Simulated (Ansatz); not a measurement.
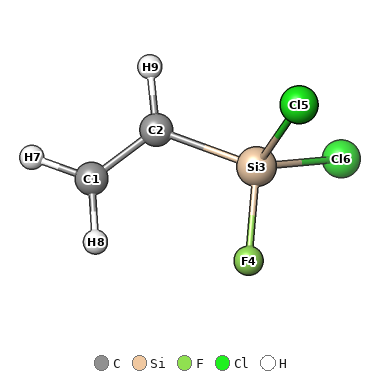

The system is C₂H₃Cl₂FSi, SMILES C=C[Si](F)(Cl)Cl; the picture shows the reference structure. 
- First axis: dihedral C1–C2–Si3–F4. Second axis: dihedral H7–C1–C2–Si3.
- Nothing is relaxed (all other coordinates rigid).
- The scan uses a 10 × 10 grid; 54 points were computed and 46 follow by symmetry.
- Points are written as (first, second).
- Energies are in eV, from the relaxed molecule at the same level.
- The dihedral twists a double bond; near 90° a spin-restricted reference is unreliable.
- These are results of RKS BHLYP-D4/def2-SVP in Ansatz 0.2.0, not measurements.

Its coordinates:

```xyz
9

C     1.2006   -0.9024    0.5435
C     0.5268    0.2441    0.5098
Si   -0.9487    0.4529   -0.5544
F    -1.2056   -0.9182   -1.3436
Cl   -0.6943    1.9253   -1.9430
Cl   -2.6272    0.8650    0.5289
H     2.0772   -1.0331    1.1727
H     0.9035   -1.7580   -0.0571
H     0.8562    1.0781    1.1263
```

Range: dihedral C1–C2–Si3–F4 from −180 to 144°; dihedral H7–C1–C2–Si3 from −180 to 144°.

Question: Predict the map.

Answer: The lowest grid point is at (0°, −180°), 0.00 eV from the relaxed molecule at the same level. The same energy is found at (0°, 0°). Other grid points that lie below all their neighbours: (−108°, 0°) (0.008 eV higher); (108°, 0°) (0.008 eV higher). The highest grid point, (−72°, −108°), lies 2.79 eV above the lowest.

```csv
"dihedral H7–C1–C2–Si3 ↓, dihedral C1–C2–Si3–F4 →",−180,−144,−108,−72,−36,0,36,72,108,144
144,0.74,0.75,0.66,0.69,0.75,0.70,0.72,0.80,0.75,0.69
108,2.70,2.74,2.64,2.62,2.71,2.69,2.69,2.79,2.77,2.67
72,2.70,2.67,2.77,2.79,2.69,2.69,2.71,2.62,2.64,2.74
36,0.74,0.69,0.75,0.80,0.72,0.70,0.75,0.69,0.66,0.75
0,0.08,0.03,0.01,0.08,0.06,0.00,0.06,0.08,0.01,0.03
−36,0.74,0.75,0.66,0.69,0.75,0.70,0.72,0.80,0.75,0.69
−72,2.70,2.74,2.64,2.62,2.71,2.69,2.69,2.79,2.77,2.67
−108,2.70,2.67,2.77,2.79,2.69,2.69,2.71,2.62,2.64,2.74
−144,0.74,0.69,0.75,0.80,0.72,0.70,0.75,0.69,0.66,0.75
−180,0.08,0.03,0.01,0.08,0.06,0.00,0.06,0.08,0.01,0.03
```

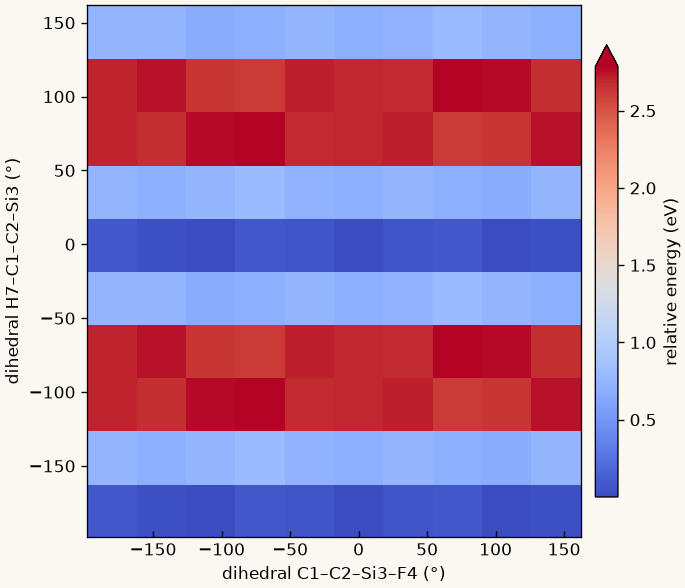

Drawn: one coloured cell a grid point, one colour for all values above the top of the scale.

Time for the 54 points that were run: 6.3 min on 1 thread of Arm Neoverse V2, on a shared host.
